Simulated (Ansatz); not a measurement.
# BNH3Cl (SMILES NBCl) at SVWN5/aug-cc-pVDZ

Aim: the vertical electron affinity of BNH3Cl at SVWN5/aug-cc-pVDZ, from 2 runs. 

The calculation is run with Ansatz 0.2.0.

61 further runs of the same task are left out: 61 set aside as unsound or not needed.

### Step 1. Starting point

The species is BNH3Cl (6 atoms), meant as a singlet with charge 0. SMILES: `NBCl`. Geometry: relaxed at PBE0-D4/def2-TZVP.

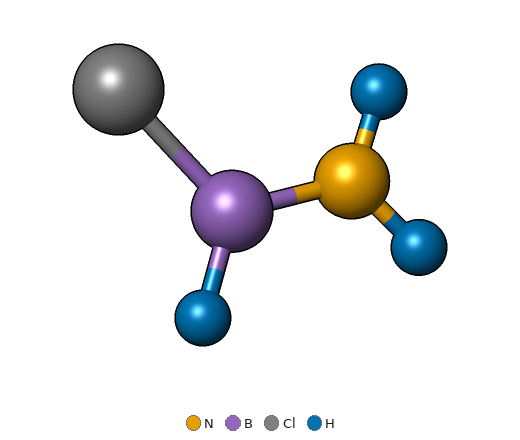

Viewed from a chosen angle; nitrogen amber, boron purple, chlorine grey, hydrogen blue.

### Step 2. A single-point energy at SVWN5/aug-cc-pVDZ

File job.yaml:

```yaml
crystal:
  periodic: [false, false, false]
  atoms:
    - {symbol: "N", position_ang: [-0.395600, -0.007800, -0.658000]}
    - {symbol: B, position_ang: [0.369600, -0.158900, 0.483700]}
    - {symbol: Cl, position_ang: [0.529900, 1.189300, 1.616000]}
    - {symbol: H, position_ang: [-0.511800, -0.749300, -1.326600]}
    - {symbol: H, position_ang: [-0.878600, 0.844500, -0.888200]}
    - {symbol: H, position_ang: [0.928800, -1.181900, 0.727100]}
basis:
  gaussian:
    orbitals: aug-cc-pVDZ
hamiltonian:
  xc: {name: SVWN5}
accuracy: high
output: {orbitals: {seedname: orbitals}}
```

The run is started by

```console
ansatz run job.yaml --threads 1 --pin off --max-ram 3480MiB --events-out events.jsonl --progress --plain --runs-dir runs
```

The program printed:

```text
Warning: RAYON_NUM_THREADS=1 ignored (pool sized by the plan → 1); use --threads N
Functional definition: SVWN5
  name "SVWN5"
  exchange = slater_x
  correlation = vwn5_c
1994 factors; integrals over basis functions are off by at most 3.2e-9 eV
mean field evaluation 1: about -14668.4793 eV, gradient 7.3e1 eV
mean field evaluation 2: about -14632.0241 eV, gradient 1.3e2 eV
mean field evaluation 4: about -14679.4218 eV, gradient 1.2e1 eV
mean field evaluation 8: about -14679.8512 eV, gradient 1.3e-1 eV
mean field evaluation 16: about -14679.8513 eV, gradient 9.6e-7 eV
mean field -14679.85126703 eV, -539.4745837027 hartree, gradient 2.1e-8 eV, S^2 0.000000; 0 other end points of the search recorded, 0 dependent functions left out
reference -14679.85127403 eV, -539.4745839599 hartree; 16, 16 occupied and 84, 84 virtual orbitals, 1994 factors
Total energy: -14679.85127403 eV, -539.4745839599 hartree
```

It took 4.8 s on 1 thread of Arm Neoverse V1, shared host; peak memory 0.24 GiB.

### Step 3. The doublet anion

File input.yaml:

```yaml
crystal:
  periodic: [false, false, false]
  atoms:
    - {symbol: N, position_ang: [-0.395600, -0.007800, -0.658000]}
    - {symbol: B, position_ang: [0.369600, -0.158900, 0.483700]}
    - {symbol: Cl, position_ang: [0.529900, 1.189300, 1.616000]}
    - {symbol: H, position_ang: [-0.511800, -0.749300, -1.326600]}
    - {symbol: H, position_ang: [-0.878600, 0.844500, -0.888200]}
    - {symbol: H, position_ang: [0.928800, -1.181900, 0.727100]}
basis:
  gaussian:
    orbitals: aug-cc-pVDZ
magnetization:
  spin_polarized: true
  initial_magnetization: 1
total_charge: -1
accuracy: high
hamiltonian:
  xc: {name: SVWN5}
output: {orbitals: {seedname: orbitals}}
```

The run is started by

```console
ansatz run input.yaml --threads 1 --pin off --max-ram 3480MiB --events-out events.jsonl --progress --plain --runs-dir runs
```

The program printed:

```text
Warning: RAYON_NUM_THREADS=1 ignored (pool sized by the plan → 1); use --threads N
[... 4 set-up lines as earlier in the session ...]
1994 factors; integrals over basis functions are off by at most 3.2e-9 eV
mean field evaluation 1: about -14670.6157 eV, gradient 3.9e1 eV
mean field evaluation 2: about -14601.6934 eV, gradient 1.0e2 eV
mean field evaluation 4: about -14678.1116 eV, gradient 1.6e1 eV
mean field evaluation 8: about -14679.4705 eV, gradient 1.3e-1 eV
mean field evaluation 16: about -14679.4713 eV, gradient 1.9e-4 eV
mean field evaluation 32: about -14678.2461 eV, gradient 4.7e0 eV
mean field -14679.47129285 eV, -539.4606199092 hartree, gradient 8.9e-8 eV, S^2 0.750121; 10 other end points of the search recorded, 0 dependent functions left out
reference -14679.47129520 eV, -539.4606199955 hartree; 17, 16 occupied and 83, 84 virtual orbitals, 1994 factors
Total energy: -14679.47129520 eV, -539.4606199955 hartree
```

It took 9.6 s on 1 thread of Arm Neoverse V1, shared host; peak memory 0.32 GiB.

### Step 4. Outcome

At SVWN5/aug-cc-pVDZ:

```
                                         quantity          value
                     singlet BNH3Cl: total energy  -539.47458 Eh
                      singlet BNH3Cl: HOMO energy       -7.25 eV
                      singlet BNH3Cl: LUMO energy       -1.13 eV
                    singlet BNH3Cl: HOMO–LUMO gap        6.13 eV
                      doublet anion: total energy  -539.46062 Eh
doublet anion: HOMO energy (highest over α and β)        1.79 eV
 doublet anion: LUMO energy (lowest over α and β)        2.22 eV
                              doublet anion: ⟨S²⟩          0.750
vertical electron affinity (to the doublet anion)      -0.380 eV
```

What this shows: The anion lies 0.38 eV (36.7 kJ/mol) above the neutral: the electron isn't bound at this level, and such a value depends on the basis. The HOMO (doublet anion) lies at positive energy, 1.79 eV, as semi-local functionals often give for anions; only total energies tell whether the electron is bound.
